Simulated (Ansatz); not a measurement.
**Ga$_{8}$Sb$_{3}$P$_{5}$: density, localisation and related maps**

Input file:

```
crystal:
  lattice:
    - [0.0, 5.6855452066, 5.7077734302]
    - [5.6855452066, 0.0, 5.7077734302]
    - [5.6855452066, 5.6855452066, 0.0]
  atoms:
    - { symbol: Ga, position: [-0.0145258107, -0.0145258107, 0.0140770985] }
    - { symbol: Ga, position: [-0.0145258107, -0.0145258107, 0.514974523] }
    - { symbol: Ga, position: [0.0140770985, 0.514974523, -0.0145258107] }
    - { symbol: Ga, position: [-0.007544588, 0.518042831, 0.4947508785] }
    - { symbol: Ga, position: [0.514974523, 0.0140770985, -0.0145258107] }
    - { symbol: Ga, position: [0.518042831, -0.007544588, 0.4947508785] }
    - { symbol: Ga, position: [0.4947508785, 0.4947508785, -0.007544588] }
    - { symbol: Ga, position: [0.4947508785, 0.4947508785, 0.518042831] }
    - { symbol: Sb, position: [0.125, 0.125, 0.125] }
    - { symbol: Sb, position: [0.1245935621, 0.1245935621, 0.6254064379] }
    - { symbol: P, position: [0.1253139796, 0.6246860204, 0.1253139796] }
    - { symbol: P, position: [0.1253139796, 0.6246860204, 0.6246860204] }
    - { symbol: P, position: [0.6246860204, 0.1253139796, 0.1253139796] }
    - { symbol: P, position: [0.6246860204, 0.1253139796, 0.6246860204] }
    - { symbol: Sb, position: [0.6254064379, 0.6254064379, 0.1245935621] }
    - { symbol: P, position: [0.625, 0.625, 0.625] }
scf:
  occupations: { method: gaussian, width: 0.01 }
output:
  eigenvalues: true
  write_density: true
  write_potential: true
  elf: true
  volumetric_format: npy
hamiltonian:
  xc: pbesol
magnetization:
  noncollinear: true
  spin_orbit: true
kpoints:
  mp_grid: { grid: [3, 3, 3] }
```

Run with:

```sh
ansatz run input.yaml --threads 8 --pin off --max-ram 24576MiB --backend cpu --events-out ev --progress --plain --runs-dir out
```

Below, planes, directions and counts refer to the conventional cell (a = 8.04 Å, b = 8.04 Å, c = 11.42 Å, α = 90.00°, β = 90.00°, γ = 90.00°).

Space group I-4m2; a generated structure, not necessarily the stable one.

The calculation used DFT PBEsol, spin-orbit coupling, plane waves, PAW (Ansatz).

Core electrons are frozen (PAW), and the valence fields are smoothed inside the atomic spheres.

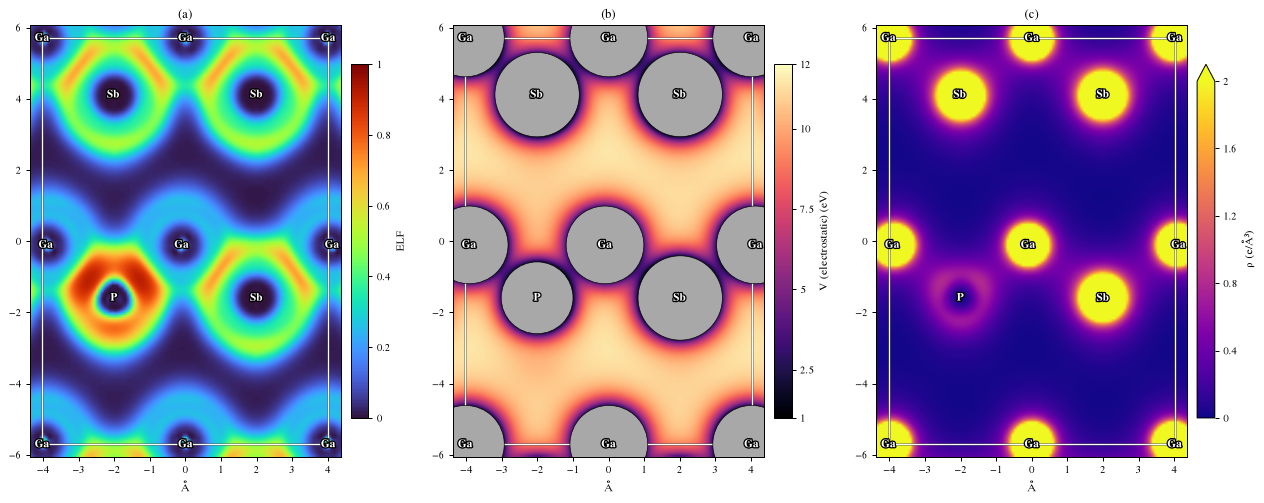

Figure 1. (a) ELF; (b) electrostatic potential (local pseudopotential plus Hartree) felt by an electron; (c) valence electron density on the (100) plane of the conventional cell. Grey discs cover the atomic cores in the potential map.

Q: Interpret the plot.

A: The plane passes through Ga, Sb and P nuclei.
Ga–Sb (2.57 Å): ρ is about 0.47 e/Å³ halfway; the ELF peaks at about 0.70 between the atoms.
Ga–P (2.42 Å): ρ at the midpoint is about 0.5 e/Å³; the ELF peaks at about 0.90 in the valence shell of P, 0.9 Å from its nucleus, and is about 0.75 at the midpoint.
Between the atoms the lowest density in this plane is 0.01 e/Å³.
Outside the cores the potential energy rises away from the atoms and is highest about 2.4 Å from the nearest atoms; its zero is arbitrary.

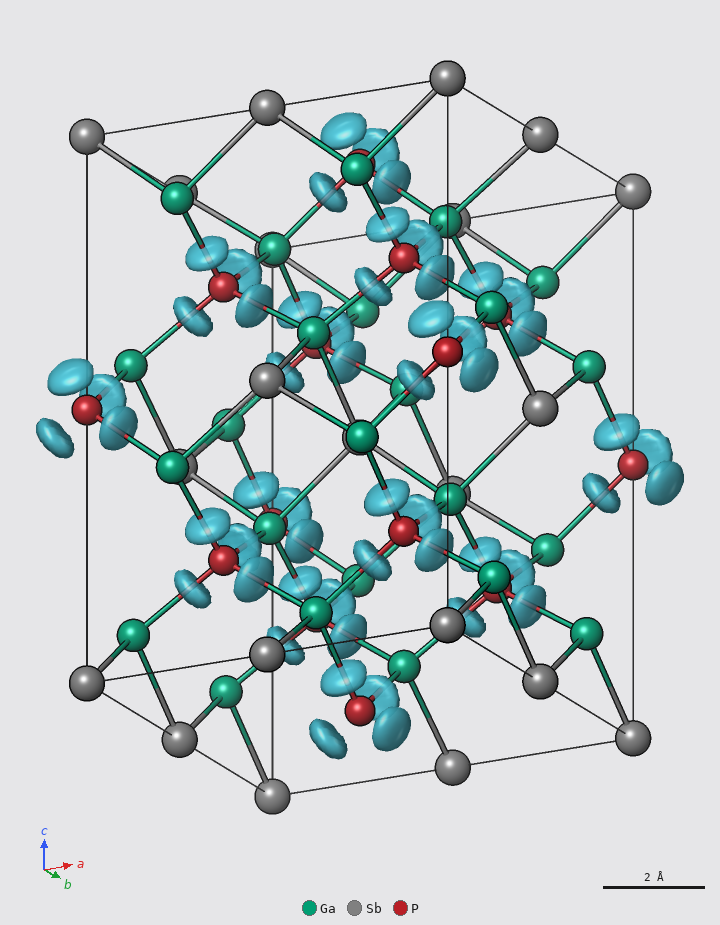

Figure 2. Isosurface of the ELF at 0.85 (cyan), seen at an oblique angle. Core shells and regions of very low density are left out. Sticks mark near contacts.

Q: Describe the localisation domains.

A: The ELF exceeds this value in 40 lobes of the valence shell of P pointing towards Ga (polar bonds), counted in one cell of 32 atoms. Regions shared between cells count once.


Ga–P (2.38 Å): the ELF peaks at about 0.90 in the valence shell of P, 0.8 Å from its nucleus, and is about 0.75 at the midpoint. Ga–Sb (2.56 Å): the ELF peaks at about 0.70 between the atoms.
